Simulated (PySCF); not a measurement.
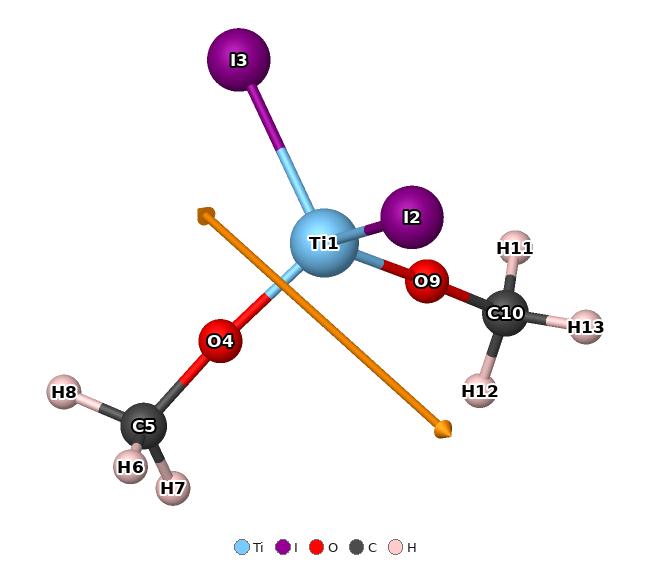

The double arrow shows the direction of the transition dipole to excited singlet state 2 (its length means nothing). The species is neutral and a spin singlet. The geometry was computed by an optimisation with PBE0-D3(BJ)/def2-SVP. No frequency run is at hand to confirm it as a minimum. Properties computed with TDDFT PBE0/def2-SVPD, vertical, gas phase, core orbitals frozen in the response, core potentials on I (PySCF 2.14.0).

Question. Where does the transition lie, and how strong is it?

Answer. 3.50 eV (355 nm), oscillator strength 0.053, mainly HOMO → LUMO (weight 0.89); transition dipole 1.99 D.
